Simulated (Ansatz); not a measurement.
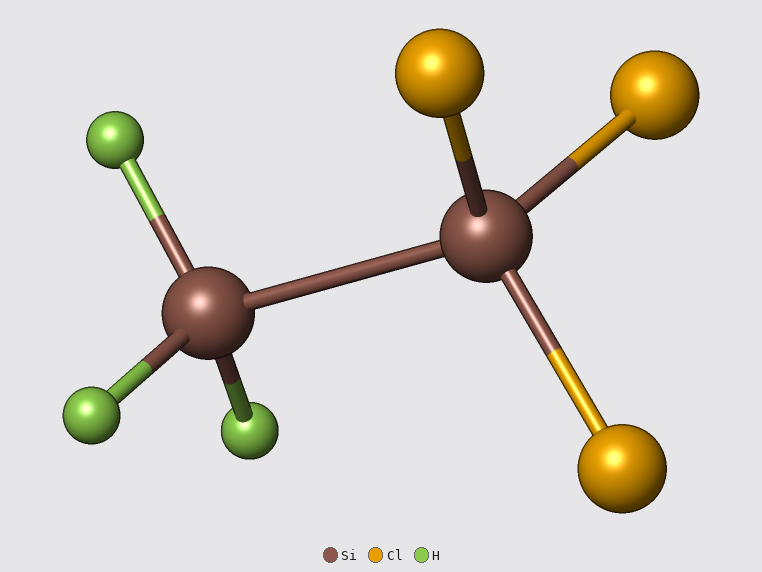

Harmonic vibrations computed with RKS PBE0-D4/def2-TZVP (Ansatz 0.2.0) at a stationary point of the same level.

> Minimum or transition state?

A minimum: no imaginary frequency, and the lowest mode lies at 100 cm⁻¹.

> How many vibrational modes are there, and where do they lie?

18 modes: 100, 100, 106, 177, 177, 200, 367, 505, 505, 562, 598, 598, 863, 930, 930, 2231, 2249, 2249 cm⁻¹.
